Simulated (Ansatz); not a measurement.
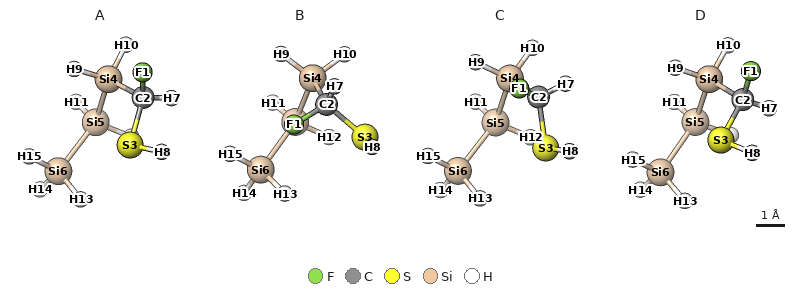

4 geometries from a converged minimum-energy path of CH9FSSi3, shuffled. Style: ball-and-stick. Shown from a free direction.

Theory: RKS PBE-D4/6-31G (Ansatz). Set-up: 7 movable images; climbing image; force threshold 0.03 eV/Å; iteration limit 39; starting path through a guess of the saddle point.

Q: Which frame is the transition state?

A: C. In order along the path, whose images run from 0 to 8: B (image 0, 0.000 eV), C (image 4, +0.161 eV), A (image 6, +0.098 eV), D (image 7, +0.080 eV). The motion is a rotation about the C2–Si4 bond by about 125°. No bond forms or breaks between the ends. Bond angles that change up to the highest image, for instance: C2–Si4–Si5 107.9° → 115.2°, Si5–Si4–H10 113.9° → 109.7°.
